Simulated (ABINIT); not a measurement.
# Effort and miss along a sweep of ecut: Os (P6_3/mmc, 2 atoms in the cell)

```yaml
crystal:
  lattice:
    - [2.76947, 0.00000, 0.00000]
    - [-1.38474, 2.39843, 0.00000]
    - [0.00000, 0.00000, 4.36308]
  atoms:
    - { symbol: Os, position: [0.33333, 0.66667, 0.25000] }
    - { symbol: Os, position: [0.66667, 0.33333, 0.75000] }
```

Level of theory: PBE, PAW (JTH v2.0 PBE PAW) (plane waves; ABINIT).

Base settings: pseudos = [Os.GGA_PBE-JTH.xml]; ecut = 20 Ha; pawecutdg = 40 Ha; pawxcdev = 0; ixc = 11; occopt = 3; tsmear = 0.1 eV; ngkpt = 12 12 7; nshiftk = 1; shiftk = 0.5 0.5 0.5.

Misses are taken against the tightest run, 40 Ha (pawecutdg: 40 Ha → 80 Ha), which need not be fully converged itself. The energy is the free energy per atom.

The count of work is k-points × plane waves × bands × iterations; it is no time, and leaves out set-up, grids and terms that scale otherwise. Core times come from one kind of shared machine and are given to one figure; runs under 30 s give none.

The starting cell comes from a database of computed structures (which also holds hypothetical and non-ambient phases and stackings), without a prior relaxation at this level. Its lattice was rescaled by a random factor within 2.5 % of one. Spin polarisation is off. In the base run, with a pressure of about -6 GPa the cell is away from its equilibrium volume at this level.

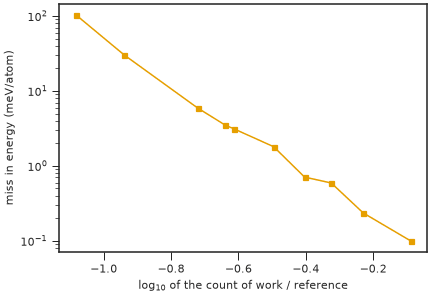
*Miss against the count of work; the reference run is not drawn, and misses under 0.1 meV/atom are drawn there.*

| ecut | energy less reference (meV/atom) | pressure less reference (GPa) | count of work / reference | core time / reference (rough) |
|---|---|---|---|---|
| 8 Ha (pawecutdg: 40 Ha → 16 Ha) | 103.22 | -8.59 | 0.083 | 0.2 |
| 10 Ha (pawecutdg: 40 Ha → 20 Ha) | 30.12 | -0.07 | 0.12 | 0.2 |
| 14 Ha (pawecutdg: 40 Ha → 28 Ha) | 5.92 | -0.27 | 0.19 | 0.4 |
| 16 Ha (pawecutdg: 40 Ha → 32 Ha) | 3.50 | 0.02 | 0.23 | 0.3 |
| 18 Ha (pawecutdg: 40 Ha → 36 Ha) | 3.11 | -0.03 | 0.24 | 0.3 |
| 20 Ha | 1.80 | -0.07 | 0.32 | 0.5 |
| 23 Ha (pawecutdg: 40 Ha → 46 Ha) | 0.71 | -0.01 | 0.39 | 0.6 |
| 26 Ha (pawecutdg: 40 Ha → 52 Ha) | 0.59 | 0.00 | 0.47 | 0.6 |
| 30 Ha (pawecutdg: 40 Ha → 60 Ha) | 0.24 | 0.00 | 0.59 | 0.9 |
| 35 Ha (pawecutdg: 40 Ha → 70 Ha) | 0.10 | 0.01 | 0.81 | 1 |
| 40 Ha (pawecutdg: 40 Ha → 80 Ha) | 0.00 | 0.00 | 1.0 | 1 |

Coarsest setting among those run that, with all tighter ones, holds the energy within 5 meV/atom of the reference: 16 Ha (pawecutdg: 40 Ha → 32 Ha), off by 3.5 meV/atom; it needs 0.23 of the reference's count of work and about 0.3 of the reference's time.

Coarsest setting among those run that, with all tighter ones, holds the energy within 1 meV/atom of the reference: 23 Ha (pawecutdg: 40 Ha → 46 Ha), off by 0.71 meV/atom; its saving against the reference is no more than about a factor of 2 in time.

The step from 18 Ha (pawecutdg: 40 Ha → 36 Ha) to 30 Ha (pawecutdg: 40 Ha → 60 Ha): it takes the miss in the energy from 3.1 to 0.24 meV/atom, for 2.4 times the count of work and roughly 4 times the time.
